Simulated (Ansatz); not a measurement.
# Ge (Fd-3m, 2 atoms in the cell): modes against biaxial strain in the (001) plane

Wanted: the shifts of the zone-centre modes of Ge (Fd-3m, 2 atoms in the cell) with strain.

Calculated with Ansatz 0.2.0; DFT LDA, scalar-relativistic, plane waves, PAW; PAW set soft_1.

## Step 1: Starting point

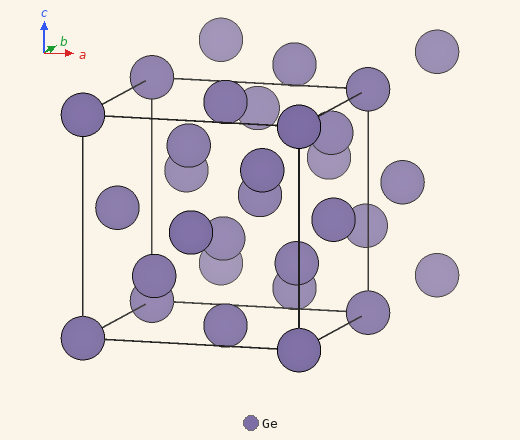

The cell as given, slightly off an axis (germanium purple). 1×2×1 cells are drawn. This picture shows the conventional cell, with its axes. Some periodic images of atoms are drawn too.

Structure file:

```cif
data_structure
_symmetry_space_group_name_H-M 'Fd-3m:1'
_symmetry_Int_Tables_number 227
_cell_length_a 5.6578
_cell_length_b 5.6578
_cell_length_c 5.6578
_cell_angle_alpha 90.000
_cell_angle_beta 90.000
_cell_angle_gamma 90.000
_cell_volume 181.11
loop_
_atom_site_label
_atom_site_type_symbol
_atom_site_symmetry_multiplicity
_atom_site_Wyckoff_symbol
_atom_site_fract_x
_atom_site_fract_y
_atom_site_fract_z
_atom_site_occupancy
Ge1 Ge 8 a 0.50000 0.00000 0.50000 1
```

## Step 2: Bringing the structure to rest

Harmonic phonons are second derivatives at a point where the forces vanish, and they are wanted at zero stress, so atoms and cell are relaxed first.

File input.yaml:

```yaml
crystal:
  lattice:
    - [0.0, 2.82891, 2.82891]
    - [2.82891, 0.0, 2.82891]
    - [2.82891, 2.82891, 0.0]
  atoms:
    - { symbol: Ge, position: [0.5, 0.5, 0.5] }
    - { symbol: Ge, position: [0.75, 0.75, 0.75] }
kpoints:
  mp_grid: { grid: [14, 14, 14] }
hamiltonian:
  xc: lda
  pseudopotentials: { kind: paw, azcp: { folder: soft_1 }, xc_functional: pbe }
scf:
  occupations: { method: gaussian, width: 0.1 }
output:
  forces: true
  stress: true
  eigenvalues: true
relax:
  adjacent_minimum: "off"
  f_tol: 0.005
  max_steps: 80
  cell: { stress_tol: 0.05 }
```

Started as:

```
$ ansatz run input.yaml --threads 4 --pin off --max-ram 10240MiB --backend cpu --events-out ev --progress --plain --runs-dir out
```

Numbers of over 12 decimals in the logs are rounded to 6 here.

What it wrote:

```text
Engine: ansatz 0.2.0, aarch64-unknown-linux-gnu
Pseudopotentials: kind: paw
Pseudopotential: Ge, paw, valence charge 14, recommended cutoff 420 eV (normal), soft_1/Ge.paw.azcp
Functional definition: SPW92
  exchange = slater_x
  correlation = pw_c
Crystal: 2 atoms, lattice volume = 45.278 Å³
Basis set: ecut = 420 eV, 893 PW (Γ)
Bands: 18, of which v1, the nominal top of the filled ones, is band 14 counted from 1 (13 counted from 0)
Symmetry: 48 space group operations
Space group: Fd-3m (ITA 227), of the structure as read, at distance tolerance 3.6e-5 Å
k-points: 104 of 2744
Non-local potential: Ge, projectors of the file, l = 0: 2, l = 1: 2, l = 2: 3, l = 3: 1
PAW form: soft (Blöchl's): semilocal exchange-correlation on the pseudo side does not see the compensation charge
PAW frozen core: Ge, regenerated for the run's functional, and the local potential with it (the file was generated under x = pbe(κ = 0.804, μ = 0.219515), c = pbe(β = 0.066725))
PAW one-centre angular grid: Ge, 590 points (default); XC on 64 Gauss nodes
Initial density: superposition of atomic densities (chi_scale 0.1, normalization cell)
Initial wavefunctions: pseudopotential atomic-orbital guess
Functional: x = slater, c = lda
SCF iter   1: F=—  HF=-8431.583315 eV  |F-HF|=—  |Δ(HF+E_count)|=         —  Δρ=3.46e-2  dr2=4.97e-1  ethr=3.10e-3  ⟨swp⟩=5.6  Hψ=8832  notcnv=0
preconditioner: auto → none  [insulator: Δε(μ)=0.189 eV  Ē_g=23.401 eV  σ=0.100 eV  W_gap=0.71  n_scr=14 (ndim 8)  ℏωp=29.2 eV  f_vac=0.000  D(μ)=0.02/eV (n_scr^D=0)  ε∞_Penn≈2.6]
SCF iter   2: F=—  HF=-8431.465386 eV  |F-HF|=—  |Δ(HF+E_count)|=   1.18e-1  Δρ=1.57e-2  dr2=8.10e-2  ethr=1.77e-3  ⟨swp⟩=2.0  Hψ=3115  notcnv=0
SCF iter   3: F=—  HF=-8431.450982 eV  |F-HF|=—  |Δ(HF+E_count)|=   1.44e-2  Δρ=2.20e-3  dr2=5.58e-4  ethr=2.89e-4  ⟨swp⟩=2.0  Hψ=2703  notcnv=0
SCF iter   4: F=—  HF=-8431.451177 eV  |F-HF|=—  |Δ(HF+E_count)|=   1.95e-4  Δρ=4.87e-4  dr2=8.31e-5  ethr=1.99e-6  ⟨swp⟩=2.0  Hψ=3071  notcnv=0
SCF iter   5: F=—  HF=-8431.450957 eV  |F-HF|=—  |Δ(HF+E_count)|=   2.20e-4  Δρ=5.67e-5  dr2=7.63e-7  ethr=2.97e-7  ⟨swp⟩=2.0  Hψ=3331  notcnv=0
SCF iter   6: F=—  HF=-8431.450954 eV  |F-HF|=—  |Δ(HF+E_count)|=   3.09e-6  Δρ=3.70e-5  dr2=3.07e-7  ethr=3.57e-10  ⟨swp⟩=6.2  Hψ=8752  notcnv=0
SCF iter   7: F=-8431.450954 eV  HF=-8431.450954 eV  |F-HF|=1.15e-8  |Δ(HF+E_count)|=   3.22e-7  Δρ=4.73e-6  dr2=4.40e-9  ethr=3.57e-10  ⟨swp⟩=3.0  Hψ=7085  notcnv=0
SCF 1 converged in 7 iterations: F = -8431.450954 eV  dr2 = 4.40e-9
  greatest PAW one-centre occupation: 0.998 electrons in one spin orbital (limit 2), on the Ge atom at site 1 (counted from 0), in its partial waves of l = 2
relax step   1: F+E_penalty+E_count = -8431.45095365 eV  Δ(F+E_penalty+E_count) = +0.000e0 eV  max|allowed force component| = 9.252e-18 eV/Å  Δτ_max = 0.0000 Å  P = -1.315 GPa  Ω = 45.278 Å³  (7 SCF iters, dr2 threshold 1.00e-7 eV, accepted)
Crystal: 2 atoms, lattice volume = 44.578 Å³
Initial density: handed on by an earlier stage of this run
Initial wavefunctions: those handed on with the density
iter 1 solved again at ethr=1.26e-6 eV; its pass at ethr=3.10e-3 eV (dr2=3.53e-4 eV) is discarded
SCF iter   1: F=—  HF=-8431.454648 eV  |F-HF|=—  |Δ(HF+E_count)|=         —  Δρ=7.81e-4  dr2=3.33e-4  ethr=1.26e-6  ⟨swp⟩=2.0  Hψ=10743  notcnv=0
preconditioner: auto → Kerker (q_TF=auto, 2.525 Å⁻¹)  [metal: Δε(μ)=0.099 eV  Ē_g=23.561 eV  σ=0.100 eV  W_gap=0.48  n_scr=14 (ndim 8)  ℏωp=29.4 eV  f_vac=0.055  D(μ)=0.04/eV (n_scr^D=0)]
SCF iter   2: F=—  HF=-8431.454601 eV  |F-HF|=—  |Δ(HF+E_count)|=   4.65e-5  Δρ=5.27e-4  dr2=1.75e-4  ethr=1.19e-6  ⟨swp⟩=1.0  Hψ=1872  notcnv=0
SCF iter   3: F=—  HF=-8431.454564 eV  |F-HF|=—  |Δ(HF+E_count)|=   3.75e-5  Δρ=1.34e-4  dr2=1.44e-5  ethr=6.25e-7  ⟨swp⟩=2.3  Hψ=2269  notcnv=0
SCF iter   4: F=—  HF=-8431.454560 eV  |F-HF|=—  |Δ(HF+E_count)|=   4.02e-6  Δρ=8.48e-5  dr2=3.30e-6  ethr=5.13e-8  ⟨swp⟩=2.0  Hψ=3329  notcnv=0
SCF iter   5: F=-8431.454561 eV  HF=-8431.454561 eV  |F-HF|=1.05e-8  |Δ(HF+E_count)|=   8.03e-7  Δρ=1.37e-5  dr2=7.78e-8  ethr=7.14e-10  ⟨swp⟩=3.3  Hψ=7864  notcnv=0
SCF 2 converged in 5 iterations: F = -8431.454561 eV  dr2 = 7.78e-8
relax step   2: F+E_penalty+E_count = -8431.45456057 eV  Δ(F+E_penalty+E_count) = -3.607e-3 eV  max|allowed force component| = 5.869e-17 eV/Å  Δτ_max = 0.0000 Å  P = -0.258 GPa  Ω = 44.578 Å³  energy of the carried Pulay correction = +1.351e-4 eV  (5 SCF iters, dr2 threshold 2.00e-7 eV, accepted)
Crystal: 2 atoms, lattice volume = 44.410 Å³
iter 1 solved again at ethr=8.45e-8 eV; its pass at ethr=3.10e-3 eV (dr2=2.36e-5 eV) is discarded
SCF iter   1: F=—  HF=-8431.454730 eV  |F-HF|=—  |Δ(HF+E_count)|=         —  Δρ=1.92e-4  dr2=2.14e-5  ethr=8.45e-8  ⟨swp⟩=2.0  Hψ=10513  notcnv=0
preconditioner: auto → none  [insulator: Δε(μ)=0.108 eV  Ē_g=23.575 eV  σ=0.100 eV  W_gap=0.52  n_scr=14 (ndim 8)  ℏωp=29.5 eV  f_vac=0.058  D(μ)=0.04/eV (n_scr^D=0)  ε∞_Penn≈2.6]
SCF iter   2: F=—  HF=-8431.454725 eV  |F-HF|=—  |Δ(HF+E_count)|=   5.21e-6  Δρ=8.41e-5  dr2=3.20e-6  ethr=7.63e-8  ⟨swp⟩=1.6  Hψ=1989  notcnv=0
SCF iter   3: F=-8431.454725 eV  HF=-8431.454725 eV  |F-HF|=1.04e-7  |Δ(HF+E_count)|=   3.65e-7  Δρ=2.15e-5  dr2=6.43e-8  ethr=5.97e-10  ⟨swp⟩=3.2  Hψ=7776  notcnv=0
SCF 3 converged in 3 iterations: F = -8431.454725 eV  dr2 = 6.43e-8
relax step   3: F+E_penalty+E_count = -8431.45472465 eV  Δ(F+E_penalty+E_count) = -1.641e-4 eV  max|allowed force component| = 5.031e-17 eV/Å  Δτ_max = 0.0000 Å  P = +0.009 GPa  Ω = 44.410 Å³  energy of the carried Pulay correction = +1.678e-4 eV  (3 SCF iters, dr2 threshold 1.67e-7 eV, accepted)
Initial wavefunctions: pseudopotential atomic-orbital guess (no wavefunctions were taken with the density)
iter 1 solved again at ethr=2.02e-7 eV; its pass at ethr=3.10e-3 eV (dr2=5.66e-5 eV) is discarded
SCF iter   1: F=—  HF=-8431.454556 eV  |F-HF|=—  |Δ(HF+E_count)|=         —  Δρ=2.24e-5  dr2=5.01e-8  ethr=2.02e-7  ⟨swp⟩=2.4  Hψ=12988  notcnv=0
preconditioner: auto → none  [insulator: Δε(μ)=0.107 eV  Ē_g=23.574 eV  σ=0.100 eV  W_gap=0.52  n_scr=14 (ndim 8)  ℏωp=29.5 eV  f_vac=0.059  D(μ)=0.04/eV (n_scr^D=0)  ε∞_Penn≈2.6]
SCF iter   2: F=—  HF=-8431.454558 eV  |F-HF|=—  |Δ(HF+E_count)|=   1.94e-6  Δρ=1.03e-5  dr2=2.19e-8  ethr=1.79e-10  ⟨swp⟩=2.0  Hψ=3332  notcnv=0
SCF iter   3: F=—  HF=-8431.454558 eV  |F-HF|=—  |Δ(HF+E_count)|=   2.55e-9  Δρ=4.66e-6  dr2=3.11e-9  ethr=7.81e-11  ⟨swp⟩=2.8  Hψ=3507  notcnv=0
SCF iter   4: F=—  HF=-8431.454558 eV  |F-HF|=—  |Δ(HF+E_count)|=  5.24e-10  Δρ=4.38e-7  dr2=3.35e-11  ethr=1.11e-11  ⟨swp⟩=2.8  Hψ=3462  notcnv=0
SCF iter   5: F=-8431.454558 eV  HF=-8431.454558 eV  |F-HF|=1.82e-12  |Δ(HF+E_count)|=  1.46e-11  Δρ=3.64e-8  dr2=2.01e-13  ethr=1.00e-12  ⟨swp⟩=5.0  Hψ=7057  notcnv=0
SCF 4 converged in 5 iterations: F = -8431.454558 eV  dr2 = 2.01e-13
relax step   4: F+E_penalty+E_count = -8431.45455762 eV  Δ(F+E_penalty+E_count) = +1.670e-4 eV  max|allowed force component| = 3.701e-17 eV/Å  Δτ_max = 0.0000 Å  P = +0.008 GPa  Ω = 44.410 Å³  stress off target by 7.99e-3 GPa  SCF on the basis re-selected at this cell (its energy is not comparable with the rows above)  (5 SCF iters)
basis re-selected at this cell: Δ(F+E_penalty+E_count) = +1.670e-4 eV, ΔP = -0.001 GPa vs the last step (what re-selecting the basis moved, of the pressure what is left beyond the Pulay correction that the steps carried, after the strain that the cell walked since its last selection, with what the two solves' SCF thresholds leave and, on support functions, any second-order correction that the steps lacked; it is no m [...]
SCF converged after 5 iterations
Free energy (F): -8431.454558 eV
Harris-Foulkes:  -8431.454558 eV  (|F-HF|=1.82e-12)
Internal energy: -8431.454346 eV  (E = F + TS)
E sigma→0 (E₀):  -8431.454452 eV
Entropy (-TS):   -0.000211 eV (-0.106 meV/atom)
Fermi energy:    8.511995 eV
--- Per-component energies (eV) ---
  E_band       = -305.035524
  E_kinetic    = 187.155336
  E_local      = -4483.568786  (includes V_loc(G=0)·N_el)
  E_nonlocal   = 442.109621
  E_hartree    = 2135.896763
  E_xc         = -143.191287
  E_vxc        = -131.725126  (∫ρ·V_xc dr)
  E_paw        = -3869.139440  (= ΣΔE_a)
  E_vpaw       = -590.800098  (= ΣTr[D̂ρ^β])
  E_aug_tail   = 0.000030  (compensation charges beyond the density's cutoff)
  E_ewald      = -2704.533236
  E_core_change = 3.816653  (= ΣΔE_core)
  E_smearing   = -0.000211  (= −TS)
  E_closure    = 0.000000  (closes the sum)
  Σ components = -8431.454558   (vs F -8431.454558, Δ=0.00e0)
--- Forces (eV/Å), atoms counted from 1 ---
  atom   1  Ge    -0.00000000    -0.00000000    -0.00000000
  atom   2  Ge     0.00000000     0.00000000     0.00000000
  max |Σ_I F_I| component: 3.70e-17 eV/Å
--- Stress (GPa, compression-positive) ---
        0.007987       0.000000       0.000000
        0.000000       0.007987       0.000000
        0.000000      -0.000000       0.007987
  P = ⅓ Tr σ = 0.0080 GPa (0.080 kbar)
--- Band table (eV; the first three rows and the last of 104) ---
  k-point 0: bands = [... 10 lower, -4.4755, 8.4767, 8.4858, 8.4858, 8.4858, 11.0224, 11.0224, 11.0224]
  k-point 1: bands = [... 10 lower, -4.4121, 7.1506, 8.3562, 8.3562, 9.3625, 11.1943, 11.1943, 11.3005]
  k-point 2: bands = [... 10 lower, -4.2234, 5.7293, 8.0610, 8.0610, 9.4592, 11.5857, 11.5857, 12.2359]
  k-point 103: bands = [... 10 lower, -0.4280, -0.4280, 4.5128, 4.5128, 12.1310, 12.1310, 13.8650, 13.8650]
--- Relaxed structure (3 steps of the walk, 3 accepted, 1 SCFs on fresh bases) ---
  F+E_penalty+E_count = -8431.45455762 eV   max|allowed force component| = 3.701e-17 eV/Å   (the final SCF, on the basis selected at the relaxed cell)
  cell:  # Å, volume = 44.4098 Å³
    - [0, 2.810711, 2.810711]
    - [2.810711, 0, 2.810711]
    - [2.810711, 2.810711, 0]
  atoms:
    - { symbol: Ge, position: [0.500000, 0.500000, 0.500000] }
    - { symbol: Ge, position: [0.750000, 0.750000, 0.750000] }
```

The job ended after 3.9 s (4 threads of Arm Neoverse V2, shared host; peak memory 0.38 GiB; 14 s of CPU time).

Step by step:

```
step  energy less that of the first step (eV)  largest force component (eV/Å)  pressure (GPa)  volume (Å³)
   1                                   0.0000                          0.0000           -1.32        45.28
   2                                  -0.0036                          0.0000           -0.26        44.58
   3                                  -0.0038                          0.0000            0.01        44.41
  4*                                  -0.0036                          0.0000            0.01        44.41
```

Relaxation steps marked * repeat the geometry before them on a plane-wave basis chosen anew for their cell, so energy and pressure can jump there.

Forces are held to the 48 operations that the run works with; a distortion that breaks them can't arise in this run.

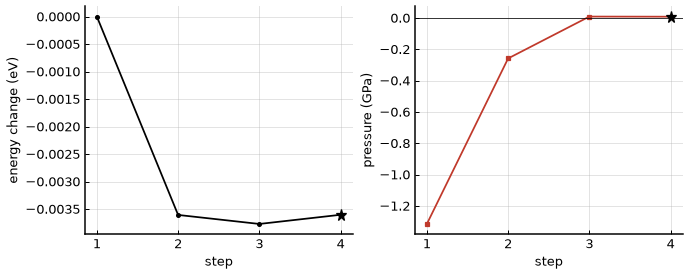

Energy and pressure along the relaxation. Stars mark steps on a basis chosen anew.

```
conventional cell, symmetrised  before  after  change
                         a (Å)   5.658  5.621  -0.6 %
                         b (Å)   5.658  5.621  -0.6 %
                         c (Å)   5.658  5.621  -0.6 %
              volume (Å³/atom)   22.64  22.20  -1.9 %
```

The relaxed structure:

```xyz
2
Lattice="0.0000 2.8107 2.8107 2.8107 0.0000 2.8107 2.8107 2.8107 0.0000" Properties=species:S:1:pos:R:3 pbc="T T T"
Ge    2.8107    2.8107    2.8107
Ge    4.2161    4.2161    4.2161
```

Numbers from this step:

| Quantity | Value |
| --- | --- |
| pressure | 0.007987 GPa |
| volume per atom | 22.20 Å³ |
| gap on the k-mesh | 0 eV |

In this step the volume went from 22.64 to 22.20 Å³/atom.

## Step 3: Tight relaxation

At this level the gap closes at Γ, and partly filled states there would soften the modes. So, after a tight relaxation on a Γ-centred mesh that is not shown, the volume is relaxed again on 12×12×12 points shifted off Γ, the mesh of all runs that follow.

input.yaml, the sections that differ from step 2:

```yaml
crystal:
  lattice:
    - [0.0, 2.8107113432, 2.8107113432]
    - [2.8107113432, 0.0, 2.8107113432]
    - [2.8107113432, 2.8107113432, 0.0]
  atoms:
    - { symbol: Ge, position: [0.5, 0.5, 0.5] }
    - { symbol: Ge, position: [0.75, 0.75, 0.75] }
kpoints:
  mp_grid: { grid: [12, 12, 12], shift: [0.5, 0.5, 0.5] }
scf:
  occupations: { method: gaussian, width: 0.015 }
relax:
  adjacent_minimum: "off"
  f_tol: 0.001
  max_steps: 60
  cell: { stress_tol: 0.01, fix: [shape] }
# hamiltonian, output: as in step 2
```

What it wrote:

```text
[...]
k-point 181: bands = [... 10 lower, -2.2765, 0.7821, 6.2364, 6.9361, 9.3574, 12.0809, 12.4847, 15.8457]
--- Relaxed structure (2 steps of the walk, 2 accepted, 1 SCFs on fresh bases) ---
[...]
cell:  # Å, volume = 44.4113 Å³
    - [0, 2.810743, 2.810743]
    - [2.810743, 0, 2.810743]
    - [2.810743, 2.810743, 0]
  atoms:
    - { symbol: Ge, position: [0.499976, 0.499976, 0.499976] }
    - { symbol: Ge, position: [0.750024, 0.750024, 0.750024] }
[key lines of the parts left out:]
SCF converged after 6 iterations
Free energy (F): -8431.455100 eV
Fermi energy:    8.522252 eV
P = ⅓ Tr σ = 0.0007 GPa (0.007 kbar)
```

The job ended after 5.3 s (4 threads; peak memory 0.42 GiB).

Little changed from the start: no atom moved by 0.005 Å and no cell edge by 0.1 %.

Numbers from this step:

- pressure: 6.63e-4 GPa
- gap on the k-mesh: 0.1678 eV
- volume per atom: 22.21 Å³

The largest force component left is 0.27 meV/Å and the pressure is 0.001 GPa, within the tolerances set. The cell now holds 22.21 Å³/atom.

## Step 4: Zone-centre response at rest

The force constants come from the linear response of the density to a displacement.

The modes at rest are the reference of the series.

input.yaml, the sections that differ from step 3:

```yaml
crystal:
  lattice:
    - [0.0, 2.8107426724, 2.8107426724]
    - [2.8107426724, 0.0, 2.8107426724]
    - [2.8107426724, 2.8107426724, 0.0]
  atoms:
    - { symbol: Ge, position: [0.4999761677, 0.4999761677, 0.4999761677] }
    - { symbol: Ge, position: [0.7500238323, 0.7500238323, 0.7500238323] }
output:
  eigenvalues: true
phonons:
  method: dfpt
# kpoints, hamiltonian, scf: as in step 3
# relax: removed
```

What it wrote:

```text
[...]
Crystal: 2 atoms, lattice volume = 44.411 Å³
Basis set: ecut = 420 eV, 893 PW (Γ), exchange–correlation on 64×64×64 points (8 copies of the dense FFT grid, shifted against one another)
Bands: 18, of which v1, the nominal top of the filled ones, is band 14 counted from 1 (13 counted from 0)
Symmetry: 12 space group operations
k-points: 468 of 1728 (irreducible under 2 space group operations, time reversal used)
[...]
SCF iter   1: F=—  HF=-8431.592148 eV  |F-HF|=—  |Δ(HF+E_count)|=         —  Δρ=3.54e-2  dr2=5.09e-1  ethr=3.10e-3  ⟨swp⟩=6.0  Hψ=39352  notcnv=0
[...]
SCF iter   8: F=-8431.455100 eV  HF=-8431.455100 eV  |F-HF|=7.28e-12  |Δ(HF+E_count)|=   4.51e-9  Δρ=1.21e-7  dr2=4.28e-12  ethr=1.00e-12  ⟨swp⟩=4.3  Hψ=45088  notcnv=0
SCF 1 converged in 8 iterations: F = -8431.455100 eV  dr2 = 4.28e-12
[...]
DFPT response loops at Γ: preconditioner auto → none (the input reference at scf.mixing.eps_inf says where Resta's filter doesn't serve); β = 0.50; Broyden in place of MSR1
SCF converged after 8 iterations
Free energy (F): -8431.455100 eV
[...]
Internal energy: -8431.455100 eV  (E = F + TS)
E sigma→0 (E₀):  -8431.455100 eV
Fermi energy:    8.522252 eV
[...]
--- Band table (eV; the first three rows and the last of 468) ---
  k-point 0: bands = [... 10 lower, -4.4541, 7.7287, 8.4379, 8.4379, 9.0886, 11.0845, 11.0845, 11.1041]
  k-point 1: bands = [... 10 lower, -4.3393, 6.5394, 7.9478, 8.3614, 9.6522, 11.2056, 11.2871, 11.8371]
  k-point 2: bands = [... 10 lower, -4.0563, 4.9584, 7.4965, 8.0339, 9.5697, 11.6322, 11.8915, 12.9749]
  k-point 467: bands = [... 10 lower, -2.3337, 0.7701, 6.7979, 7.0055, 8.8595, 12.1487, 12.3051, 15.5800]
--- Phonons (Γ-DFPT): 1 representative perturbation + reference, on 468 of 1728 k-points (Σ response iterations 3) ---
  k mesh reduced under 2 symmetry operations, with k and −k counted as one. Each operation leaves every solved perturbation unchanged. A smaller set is not used because it would not reduce the number of displacements times k-points to solve
  ASR residual: 7.905e-5 → 0.000e0 eV/Å²; symmetrization residual: 2.815e-12 eV/Å²
  ASR residual per site (eV/Å²): 7.90e-5 7.90e-5
  Γ frequencies (cm⁻¹): 0.00 0.00 0.00 293.87 293.87 293.91
  non-analytic LO–TO correction: not included (Born effective charges unavailable; polar crystals: no LO–TO splitting at Γ)
```

Wall time 15 s (4 threads); peak memory 1.3 GiB; 56 s of CPU time.

Reading the cycles: dr2 is the Hartree energy of the density residual (eV), the measure of convergence; HF is the Harris–Foulkes estimate of the energy, which meets the free energy F at convergence.

This step gave:

* sum-rule residual before enforcement: 7.90e-5 eV/Å²
* highest optical mode at the zone centre (no LO-TO term): 293.9 cm⁻¹
* lowest optical zone-centre mode: 293.9 cm⁻¹

Patterns of degenerate modes are one choice out of their space. Modes at Γ:

```
mode  frequency (cm⁻¹)
   1               0.0
   2               0.0
   3               0.0
   4             293.9
   5             293.9
   6             293.9
```

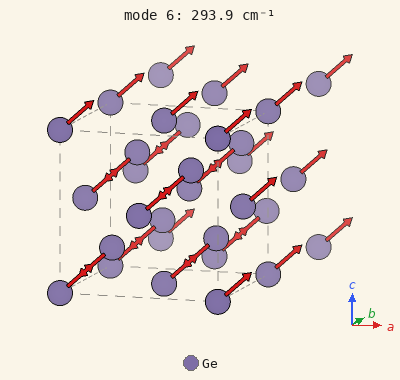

Displacement patterns of mode 6 at Γ; arrows are exaggerated. 1×2×1 conventional cells are drawn. Some periodic images of atoms are drawn too.

Before it was imposed, the acoustic sum rule was missed by 7.9e-5 eV/Å². Small misses are needed for a sound result but don't prove that mesh and cutoff are converged. The lowest optical mode is real, 294 cm⁻¹.

(Continued in part 2 of 2.)

[Logs are printed without paths, hosts, clocks, repeated set-up lines and the standing remarks that a program may print on its own settings, such as how far it seeks lower states.]

[Hosts, paths, dates, database ids (printed as entryN), source tags and the programs' standing remarks are cut or masked in the printed files.]
